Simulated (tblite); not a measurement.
**Polarizability calculation, with input and output: CH9ClSi3**

CH9ClSi3, computed with GFN2-xTB, R-SCC (tblite 0.8.0).

The geometry: force field.

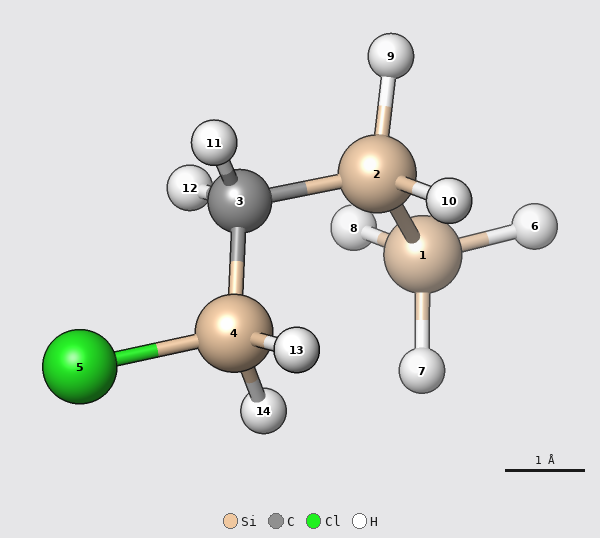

The structure as given in the input (ball-and-stick view, seen at a tilt; atoms are numbered from 1 in the order of the input). Bond lengths as drawn: Cl–Si 2.07 Å, C–H 1.06 to 1.13 Å, C–Si 1.85 Å, H–Si 1.39 to 1.55 Å and Si–Si 2.25 Å.

### Input (calc.py)
```python
"""GFN2-xTB finite-field polarizability"""
import json
import numpy as np
from tblite.interface import Calculator
from tblite.library import ffi

symbols = ["Si", "Si", "C", "Si", "Cl", "H", "H", "H", "H", "H", "H", "H", "H", "H"]
numbers = np.array([14, 14, 6, 14, 17, 1, 1, 1, 1, 1, 1, 1, 1, 1])
positions = np.array([  # bohr
    [-2.874084, 3.018082, 0.546320],
    [0.764583, 1.235881, 1.828499],
    [0.871164, -2.133312, 0.937115],
    [1.721729, -2.313970, -2.458723],
    [1.756689, -6.078682, -3.508843],
    [-3.133922, 5.780672, 1.444885],
    [-3.027530, 3.109166, -2.274852],
    [-5.075804, 1.663526, 1.491750],
    [0.913116, 1.458491, 4.710898],
    [2.998050, 2.653175, 0.882880],
    [2.427164, -3.062868, 2.067738],
    [-0.790094, -3.094049, 1.483624],
    [3.952740, -1.131757, -3.166236],
    [-0.528178, -1.159347, -3.930252],
])

def dipole(field):
    xtb = Calculator("GFN2-xTB", numbers, positions, charge=0, uhf=0)
    xtb.set("verbosity", 0)
    xtb.set("accuracy", 0.01)
    xtb.add("electric-field", ffi.new("double[3]", list(field)))
    return xtb.singlepoint()

F = 0.03  # field step, atomic units
wfn = dipole([0.0, 0.0, 0.0])
alpha = np.array([(dipole(F * v).get('dipole') - dipole(-F * v).get('dipole')) / (2 * F) for v in np.eye(3)])
print(f"E = {wfn.get('energy'):.8f} Eh")
print("polarizability tensor (bohr^3)")
for row in alpha:
    print("".join(f"{v:12.4f}" for v in row))
w = np.linalg.eigvalsh((alpha + alpha.T) / 2)
print("principal values", np.round(w, 3), " isotropic %.3f" % w.mean())
out = {k: np.asarray(wfn.get(k)).tolist() for k in ("energy", "gradient", "charges", "dipole", "orbital-energies", "orbital-occupations")}
out.update(symbols=symbols, positions=(positions * 0.529177210903).tolist(), alpha=alpha.tolist())
json.dump(out, open("results.json", "w"))
```

Machine: 1 thread of Intel Xeon @ 2.50GHz (Skylake/Cascade Lake), 189 GiB of memory available, shared host.

Launch command:
```bash
python calc.py
```

### What the program printed
```
E = -16.47791386 Eh
polarizability tensor (bohr^3)
    119.1782    -16.9193     -2.0924
    -17.4194    163.1344     24.8591
     -2.2089     25.1894    123.0547
principal values [107.245 118.482 179.639]  isotropic 135.122
```

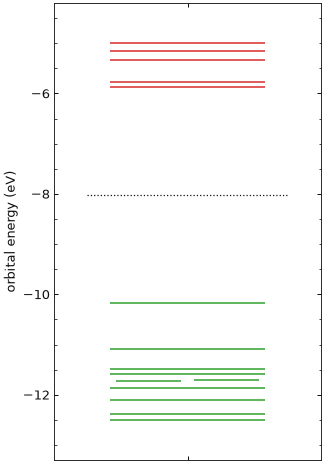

Orbital energies near the frontier; the dotted line parts filled from empty levels, and levels within 0.02 eV of each other stand side by side. Highest filled −10.17 eV, lowest empty −5.87 eV, 4.30 eV apart.

### Summary

```tsv
quantity	value
outcome	converged
total energy	−16.477914 hartree
basis functions	49
largest force	3.117 eV/Å
HOMO	−10.17 eV
LUMO	−5.87 eV
dipole moment	1.62 D
peak memory	0.11 GiB
```

Settings chosen away from the usual ones: displacement. These settings are looser than, or depart from, a standard set-up, so the numbers are not reference values for this system.
